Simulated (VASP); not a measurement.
Shape and ions are relaxed at each volume.

Energy against volume of GaN (wurtzite). All values below come from revTPSS meta-GGA, VASP's PBE PAW potentials (set 64) (plane waves; VASP).

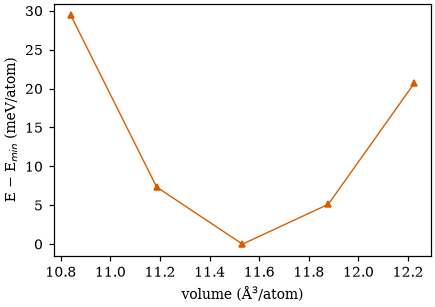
Fig. 1. Energy against volume

Problem. Estimate the equilibrium volume and the bulk modulus.

Solution. The minimum lies near 11.6 Å³/atom, and the curvature gives B0 of about 190 GPa.

The compound is GaN in the wurtzite structure. It was relaxed first.
